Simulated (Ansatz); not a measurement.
Consider AgF4P.

```json
{"atom": "F", "x (Å)": "-1.0020", "y (Å)": "-1.0293", "z (Å)": "0.7903"}
{"atom": "Ag", "x (Å)": "1.8457", "y (Å)": "-1.3136", "z (Å)": "0.3442"}
{"atom": "P", "x (Å)": "-0.0690", "y (Å)": "0.0491", "z (Å)": "-0.0129"}
{"atom": "F", "x (Å)": "-1.0399", "y (Å)": "-0.0317", "z (Å)": "-1.2347"}
{"atom": "F", "x (Å)": "0.8437", "y (Å)": "1.1419", "z (Å)": "-0.8199"}
{"atom": "F", "x (Å)": "-0.5786", "y (Å)": "1.1838", "z (Å)": "0.9330"}
```

Geometry: PBE0-D4/def2-TZVP; core potentials replace the inner electrons of Ag.

These are results of RKS PBE0-D4/def2-TZVPP in Ansatz, not measurements.

Question: What can the converged electron density and electron localisation function tell about the bonding?

Answer: P–F (1.56 Å): ρ is about 1.5 e/Å³ halfway; the ELF peaks at about 0.85 between the atoms: a polar covalent bond.
P–F (1.64 Å): ρ at the midpoint is about 1.3 e/Å³; the ELF peaks at about 0.80 between the atoms (a polar covalent bond).

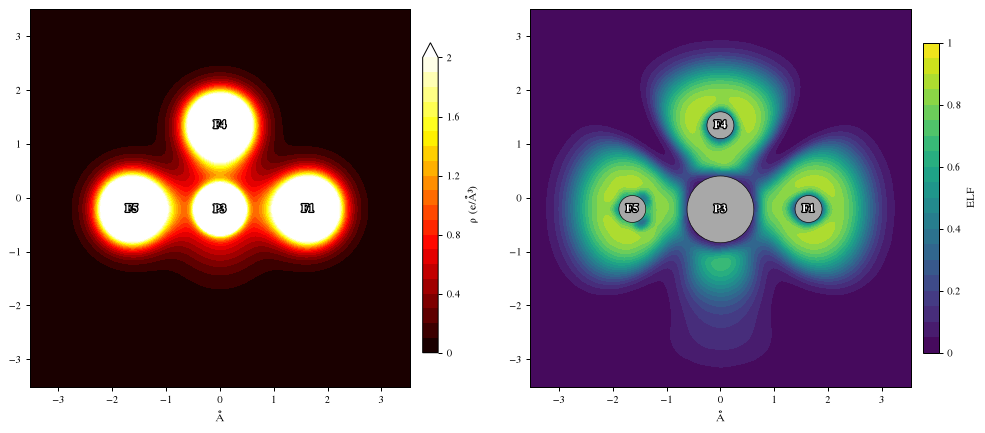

Computed electron density and electron localisation function on the plane of atoms F4, P3 and F5, in this order. Grey discs cover the atomic cores in the ELF map. 
